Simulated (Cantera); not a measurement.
Feed: 1 mol Al(CH₃)₃, 0.44 mol O₂, 14 mol N₂, a varied amount of N₂O, at 1550 °C and 520 Pa.

Method: chemical equilibrium by Gibbs-energy minimisation in Cantera with the NASA 1993 tables (ideal gas, pure condensed phases). Candidate condensed phases: Al, AlN, Al₂O₃, C, C₆H₆, C₇H₈, C₈H₁₈, H₂O; 148 gas species. The feed counts by its element totals alone. Kinetics and transport are ignored.

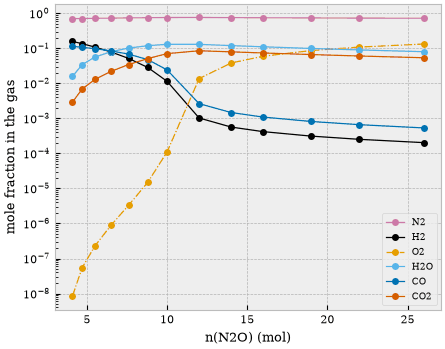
Figure: Equilibrium gas composition (values under 1e-9 drawn at 1e-9)

**Question.** Read off the mole fractions at 5.5 mol N₂O.

**Answer.** N₂ about 0.72, H₂ about 0.11, CO about 0.098, H₂O about 0.056, CO₂ about 0.013, O₂ about 2.3e-7.
